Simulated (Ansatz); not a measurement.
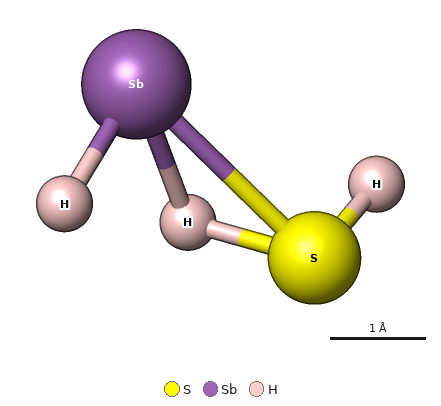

*The structure as given in the input (ball-and-stick view, seen at a tilt). Sticks mark near contacts.*

Bond lengths as drawn: H–S 1.34 to 1.55 Å, H–Sb 1.71 to 1.96 Å and S–Sb 2.66 Å.

Run report: SbH₃S, phonon calculation

System: SbH₃S.
Method: RKS CAM-B3LYP-D4/def2-TZVP (Ansatz 0.2.0).

It belongs to a series of runs on one base structure; here: vibrations at the highest image of the band.

**Output**
```
Engine: ansatz 0.2.0, x86_64-unknown-linux-gnu
Functional definition: CAM-B3LYP
  parameter alpha = 0.19
  parameter beta = 0.46
  parameter omega = 0.33/bohr
  parameter ac = 0.81
  exchange = (1 - alpha - beta)*b88_x + beta*b88_x_sr(omega) + alpha*exact_x + beta*exact_x_lr(omega)
  correlation = (1 - ac)*vwn5_c + ac*lyp_c
839 factors; their error is unknown
235 factors; integrals over basis functions are off by at most 1.9e-5 eV
mean field evaluation 1: about -17420.0708 eV, gradient 9.6e0 eV
mean field evaluation 2: about -17420.2315 eV, gradient 8.1e0 eV
mean field evaluation 4: about -17420.3790 eV, gradient 8.1e-1 eV
mean field evaluation 8: about -17420.5330 eV, gradient 3.8e-1 eV
mean field evaluation 16: about -17420.5334 eV, gradient 3.3e-4 eV
mean field -17420.53342505 eV, -640.1927953090 hartree, gradient 5.3e-5 eV, S^2 0.000000; 0 other end points of the search recorded, 0 dependent functions left out
the calculation of the forces begins
reference -17420.53352970 eV, -640.1927991548 hartree; 21, 21 occupied and 84, 84 virtual orbitals, 839 factors
these checks for a lower state are left out or cut short: stability, starts, cluster_reference, orbital_swaps, neighbouring_geometries, increment
839 factors; their error is unknown
235 factors; integrals over basis functions are off by at most 1.9e-5 eV
mean field -17420.53343434 eV, -640.1927956505 hartree, gradient 1.1e-6 eV, S^2 0.000000; 0 other end points of the search recorded, 0 dependent functions left out
[... from here on the field's lines of each further geometry are left out, up to the last ...]
the calculation of the forces begins
reference -17420.53347762 eV, -640.1927972407 hartree; 21, 21 occupied and 84, 84 virtual orbitals, 839 factors
these checks for a lower state are left out or cut short: stability, starts, cluster_reference, orbital_swaps, neighbouring_geometries, increment
839 factors; their error is unknown
235 factors; integrals over basis functions are off by at most 1.9e-5 eV
mean field evaluation 224: about -17420.3818 eV, gradient 3.8e-1 eV
mean field -17420.53345088 eV, -640.1927962581 hartree, gradient 1.1e-6 eV, S^2 0.000000; 0 other end points of the search recorded, 0 dependent functions left out
the calculation of the forces begins
reference -17420.53355553 eV, -640.1928001040 hartree; 21, 21 occupied and 84, 84 virtual orbitals, 839 factors
WARN: phonons: modes at or below zero, which the zero-point energy, F, S and C_V leave out: 1, the lowest at -815.45 cm⁻¹. A minimum has none, and a first-order saddle one
Total energy: -17420.62170705 eV, -640.1960396124 hartree
Atom 0 at     0.324812    -0.556216     1.082154 Å, force     0.008115    -0.013789     0.009107 eV/Å
Atom 1 at     0.216647     0.468670    -1.375449 Å, force    -0.006654     0.019812     0.007837 eV/Å
Atom 2 at     0.177631    -1.819757     0.662320 Å, force    -0.011747    -0.009837     0.012280 eV/Å
Atom 3 at    -0.842774    -0.135916     0.157149 Å, force     0.017840     0.002239    -0.015227 eV/Å
Atom 4 at     0.173683     1.969519    -0.567574 Å, force    -0.007554     0.001575    -0.013996 eV/Å
Dipole moment:    -0.054335    -0.239431     0.007922 e Å
Vibrations: -815.45 254.00 296.24 495.20 712.32 1068.00 1448.91 1980.31 2726.44 cm⁻¹, zero-point energy 0.556777 eV
```

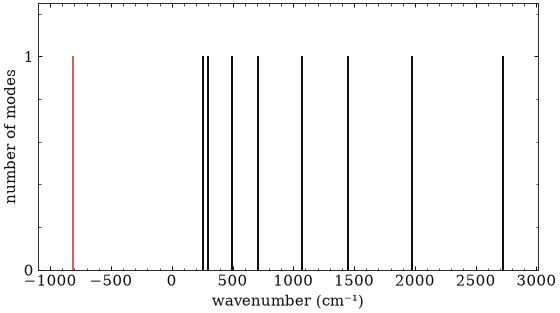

*Harmonic vibrational wavenumbers from the force constants; neighbouring modes closer than 16 cm⁻¹ are counted in one stick, and imaginary ones are drawn at negative wavenumbers.*

9 modes from 815i to 2726 cm⁻¹, 1 imaginary beyond 8i (815i cm⁻¹): a first-order saddle point, if the geometry is stationary.

The run was set up as follows.

**Input**
```yaml
crystal:
  periodic: [false, false, false]
  atoms:
    - { symbol: S, position_ang: [0.324812, -0.556216, 1.082154] }
    - { symbol: Sb, position_ang: [0.216647, 0.46867, -1.375449] }
    - { symbol: H, position_ang: [0.177631, -1.819757, 0.66232] }
    - { symbol: H, position_ang: [-0.842774, -0.135916, 0.157149] }
    - { symbol: H, position_ang: [0.173683, 1.969519, -0.567574] }
basis:
  gaussian: { orbitals: def2-TZVP }
hamiltonian:
  xc: cam_b3lyp
  dispersion: d4
phonons: {}
```

Launch command:
```bash
ansatz run input.yaml --threads 2 --pin off --max-ram 3072MiB --backend cpu --events-out ev --progress --plain --runs-dir out
```

**Summary**

- outcome: converged
- total energy: −17420.6217 eV
- mean-field energy: −17420.5335 eV
- largest force (length of the vector): 0.024 eV/Å
- hardware: 2 threads of Intel Xeon @ 2.50GHz (Skylake/Cascade Lake), 16 GiB of memory available, shared host
- wall time: 81 s (CPU time 2.6 min)
- peak memory: 0.22 GiB
